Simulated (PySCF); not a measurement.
# BSiH4O2F (SMILES O[SiH2]B(O)F) at 6 levels

Wanted: a comparison of 6 runs (B3LYP/6-31G*, M06-2X/6-31G*, SVWN5/cc-pVDZ, TPSS/6-31G**, MP2/6-311+G**) of BSiH4O2F. 

Program for the calculation: PySCF 2.14.0.

## 1. Starting point

BSiH4O2F has 9 atoms, charge 0, and is taken as a singlet. SMILES: `O[SiH2]B(O)F`. The coordinates come from a PBE0-D4/def2-TZVP relaxation. This is one conformer, not always the lowest.

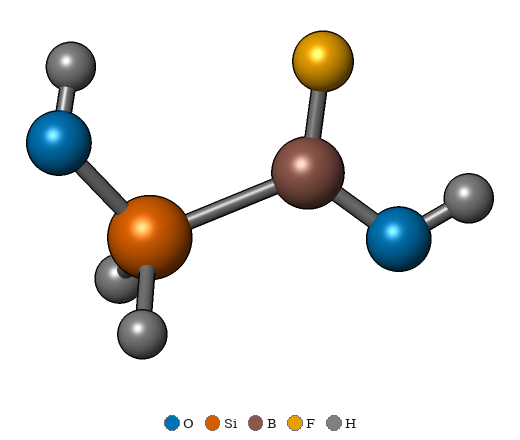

Viewed from a chosen angle; oxygen blue, silicon orange, boron brown, fluorine amber, hydrogen grey.

## 2. Energy and gradient at B3LYP/6-31G(d) (spherical functions) (run 1)

File run.py:

```python
# O[SiH2]B(O)F
import pyscf.grad
from pyscf import gto, dft

mol = gto.Mole()
mol.atom = '''
O      2.177909     1.228511     3.218204
Si     1.582835    -0.831102     0.945241
B     -1.325643     0.366607    -1.267817
O     -1.829255    -0.721119    -3.513001
F     -2.812857     2.261813    -0.473187
H      0.757780     2.075108     3.955008
H      3.955764    -1.095663    -0.525533
H      0.932202    -3.366736     1.996118
H     -3.271683    -0.004913    -4.367346
'''
mol.charge = 0
mol.basis = '6-31g*'
mol.unit = 'bohr'
mol.verbose = 4
mol.max_memory = 1860
mol.build()

mf = dft.RKS(mol, xc='b3lyp')
mf.grids.level = 5
mf.conv_tol = 1e-10
mf.kernel()
if not mf.converged:
    mf = mf.newton().run(mf.mo_coeff, mf.mo_occ)

etot = mf.e_tot
print('Final energy', etot)
grad = mf.Gradients().kernel()
mf.analyze()
```

Launch:

```sh
$ OMP_NUM_THREADS=1 python run.py
```

The program printed:

```text
PySCF version 2.14.0

[... 103 lines left out ...]
MO #2   energy= -24.6990376168159  occ= 2
[... 15 lines left out ...]
MO #18  energy= -0.440396830500546 occ= 2
[... 15 lines left out ...]
MO #34  energy= 0.235642453974485  occ= 0
[... 15 lines left out ...]
MO #50  energy= 0.964801329788578  occ= 0
[... 15 lines left out ...]
MO #66  energy= 1.74029138219504   occ= 0
[... 15 lines left out ...]
MO #82  energy= 3.13837875807863   occ= 0
[... 94 lines left out ...]
Dipole moment(X, Y, Z, Debye): -2.45463,  0.59280, -0.91808
```

It took 49 s on 1 thread of Intel Xeon at 2.70GHz, shared host; peak memory 0.81 GiB.

## 3. Energy and gradient at M06-2X/6-31G(d) (spherical functions) (run 2)

File input.py:

```python
# O[SiH2]B(O)F
import pyscf.grad
from pyscf import gto, dft

system = gto.M(
    atom='''
O        1.152500       0.650100       1.703000
Si       0.837600      -0.439800       0.500200
B       -0.701500       0.194000      -0.670900
O       -0.968000      -0.381600      -1.859000
F       -1.488500       1.196900      -0.250400
H        0.401000       1.098100       2.092900
H        2.093300      -0.579800      -0.278100
H        0.493300      -1.781600       1.056300
H       -1.731300      -0.002600      -2.311100
''',
    verbose=4,
    max_memory=1860,
    basis='6-31g*',
    spin=0,
)

calc0 = dft.RKS(system)
calc0.xc = 'm06-2x'
calc0.grids.level = 5
calc0.conv_tol = 1e-10
calc0.kernel()
if not calc0.converged:
    calc0 = calc0.newton().run(calc0.mo_coeff, calc0.mo_occ)

e_tot = calc0.e_tot
print('Final energy', e_tot)
grad = calc0.Gradients().kernel()
calc0.analyze()
```

Launch:

```sh
$ OMP_NUM_THREADS=1 python input.py
```

The program printed:

```text
PySCF version 2.14.0

[... 104 lines left out ...]
MO #2   energy= -25.2539319019319  occ= 2
[... 15 lines left out ...]
MO #18  energy= -0.51596714203119  occ= 2
[... 15 lines left out ...]
MO #34  energy= 0.270190010101188  occ= 0
[... 15 lines left out ...]
MO #50  energy= 1.03543424010711   occ= 0
[... 15 lines left out ...]
MO #66  energy= 1.79958900234749   occ= 0
[... 15 lines left out ...]
MO #82  energy= 3.19924101973965   occ= 0
[... 94 lines left out ...]
Dipole moment(X, Y, Z, Debye): -2.44970,  0.53523, -0.91849
```

Run time: 54 s. Hardware: 1 thread of Intel Xeon at 2.70GHz, shared host; peak memory 0.84 GiB.

Runs 3 to 5 aren't shown in full; the table further down has their settings and results.

## 4. Energy and gradient at MP2/6-311+G(d,p) (run 6)

File job.py:

```python
# O[SiH2]B(O)F
from pyscf import gto, scf, mp

mol = gto.M(
    atom='''
O    1.152500   0.650100   1.703000
Si   0.837600  -0.439800   0.500200
B   -0.701500   0.194000  -0.670900
O   -0.968000  -0.381600  -1.859000
F   -1.488500   1.196900  -0.250400
H    0.401000   1.098100   2.092900
H    2.093300  -0.579800  -0.278100
H    0.493300  -1.781600   1.056300
H   -1.731300  -0.002600  -2.311100
''',
    verbose=4,
    basis='6-311+g**',
    charge=0,
    spin=0,
    max_memory=1860,
)

myscf = scf.RHF(mol)
myscf.conv_tol = 1e-10
myscf.kernel()
if not myscf.converged:
    myscf = myscf.newton().run(myscf.mo_coeff, myscf.mo_occ)

pt = mp.MP2(myscf, frozen=9).run()
etot = pt.e_tot
print('E(%s) = %.9f' % ('MP2', etot))
grad = pt.nuc_grad_method().kernel()
myscf.analyze()
```

Launch:

```sh
$ OMP_NUM_THREADS=1 python job.py
```

The program printed:

```text
PySCF version 2.14.0

[... 103 lines left out ...]
MO #12  energy= -1.34401077830943  occ= 2
[... 25 lines left out ...]
MO #38  energy= 0.258376470774843  occ= 0
[... 25 lines left out ...]
MO #64  energy= 0.786789402796832  occ= 0
[... 25 lines left out ...]
MO #90  energy= 1.71693747590341   occ= 0
[... 25 lines left out ...]
MO #116 energy= 3.7278215027282    occ= 0
[... 25 lines left out ...]
MO #142 energy= 144.041617370673   occ= 0
[... 154 lines left out ...]
Dipole moment(X, Y, Z, Debye): -2.31232,  0.20624, -0.99079
```

Wall time 70 s (1 thread of Intel Xeon at 2.70GHz, shared host); peak memory 2 GiB.

## 5. All runs side by side

```
run                                level  Cartesian functions  integration grid  energy (Eh)  dipole moment (D) of the reference  HOMO energy (eV)  LUMO energy (eV)  wall time
  1   B3LYP/6-31G* (spherical functions)                   no                 5  -567.162540                                2.69             -7.63             -0.18       49 s
  2  M06-2X/6-31G* (spherical functions)                   no                 5  -567.014557                                2.67             -9.22              0.98       54 s
  3   B3LYP/6-31G* (Cartesian functions)                  yes                 5  -567.168549                                2.68             -7.64             -0.19       46 s
  4                        SVWN5/cc-pVDZ                   no                 5  -564.016033                                2.49             -6.50             -1.31       28 s
  5   TPSS/6-31G** (spherical functions)                   no                 5  -567.200677                                2.66             -6.58             -0.77       55 s
  6                        MP2/6-311+G**                   no                 –  -566.146599                                2.52            -11.72              1.32       70 s
```

## 6. Outcome

```
                                          quantity          value
                               run 6: total energy  -566.14660 Eh
       run 6: dipole moment (Hartree–Fock density)         2.52 D
        run 6: HOMO energy (Hartree–Fock orbitals)      -11.72 eV
        run 6: LUMO energy (Hartree–Fock orbitals)        1.32 eV
      run 6: HOMO–LUMO gap (Hartree–Fock orbitals)       13.04 eV
run 6: correlation energy (9 core orbitals frozen)     -796.6 mEh
                   run 6: largest force on an atom     0.815 eV/Å
```

Over runs 1, 2, 3, 4, 5 the dipole moment (its size) runs from 2.49 D (SVWN5/cc-pVDZ) to 2.69 D (B3LYP/6-31G*). The two ends differ in method and basis. Over runs 1, 2, 3, 4, 5 the HOMO–LUMO gap runs from 5.19 eV (SVWN5/cc-pVDZ) to 10.19 eV (M06-2X/6-31G*). Totals of different functionals can't be ranked against each other. All runs together took 5 min, the longest 70 s.
